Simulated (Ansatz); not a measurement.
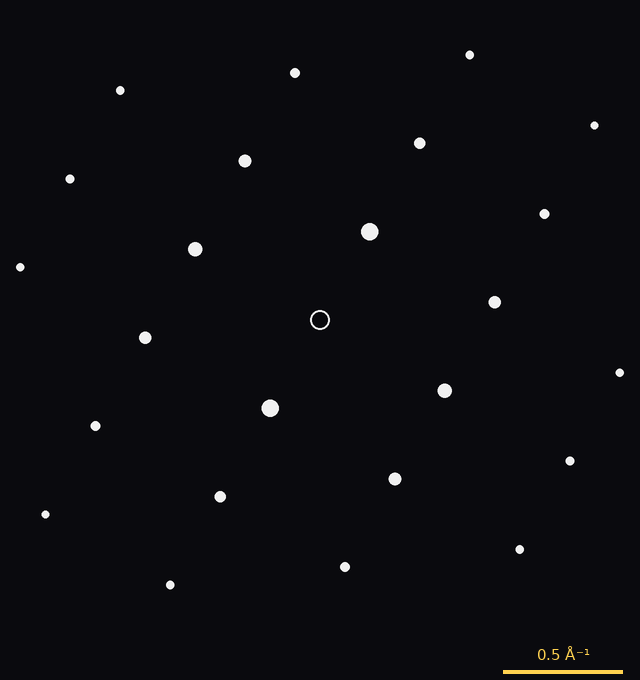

The pattern is a kinematic simulation for 200 kV electrons (no multiple scattering; isotropic B = 0.5 Å²).

Phase: Nb, space group Im-3m (No. 229), a = 3.304 Å. Structure: the input geometry of an electronic-structure calculation (not necessarily at equilibrium).

Measure the pattern against the scale bar and name the zone.

Answer. The spots form a rectangular net whose two shortest vectors correspond to d = 2.34 Å and 1.65 Å, 90.0° apart. They index as 1 -1 0 and 0 0 2, so the zone axis is ±[110] (or an equivalent direction of <110>).

Which reflections of this zone are missing, and why?

Answer. The lattice centring (I) removes all reflections that break h + k + l = 2n.
